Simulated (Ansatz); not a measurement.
# Correcting a cheap level on molecular compounds of Si

The vertical ionisation energy (cation less neutral) in eV of 8 molecular compounds of Si: x at wB97X-V/def2-TZVPP, y at CCSD(T)/def2-TZVPP. Shapes, held fixed at every level: PBE0-D4/def2-TZVP. Flexible molecules stand in one conformer, not always the lowest. Programs: Ansatz 0.2.0.

| molecule | x (eV) | y (eV) |
| --- | --- | --- |
| C4H10O2Si (SMILES CC(C)(C)O[Si]O) | 9.00 | 9.00 |
| Si3NH6Br (SMILES [SiH3]N([SiH3])[Si]Br) | 9.17 | 9.12 |
| Si(SH)2 | 9.24 | 9.17 |
| Si(OH)(SH) | 9.38 | 9.37 |
| Si(NH2)Cl | 9.47 | 9.43 |
| Si(NH2)F | 9.70 | 9.69 |
| Si(OH)Br | 9.84 | ? |
| Si(OH)Cl | 10.05 | 10.02 |

Question: Fit y = c + s·x to the known rows and predict y for Si(OH)Br.

Answer: 
1. Means of the 7 rows: x = 9.4300, y = 9.400.
2. Σ(Δx)² = 0.75, Σ(Δx·Δy) = 0.7539, so the slope is 0.7539/0.75 = 1.0052.
3. Intercept: 9.400 − (1.0052) × 9.4300 = -0.079. The largest residual of the fit is 0.039.
4. Si(OH)Br: -0.079 + 1.0052 × 9.84 = 9.81 eV.

CCSD(T)/def2-TZVPP gives 9.81 eV, so the prediction is off by 0.00 eV: they agree to the digits shown. Uncorrected, wB97X-V/def2-TZVPP misses it by +0.03 eV, and the other rows by 0.03 on average. The line removes about 100 % of this miss. Left out in turn, the other rows are missed by 0.03 eV on average, hardly better than no correction. Cations run unrestricted. Relativity is left out for Br. Outer-core shells of Br are correlated, in sets that cover them unevenly.

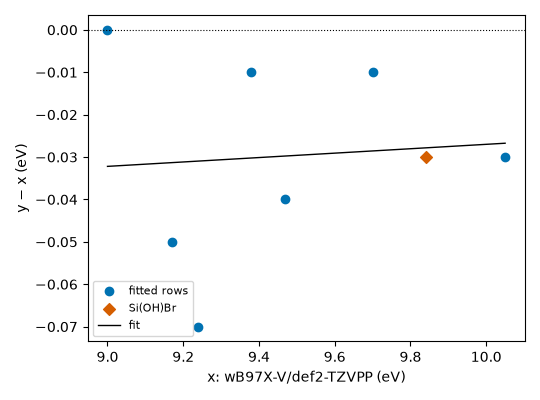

The correction y − x against x, with the fitted line and the withheld molecule.
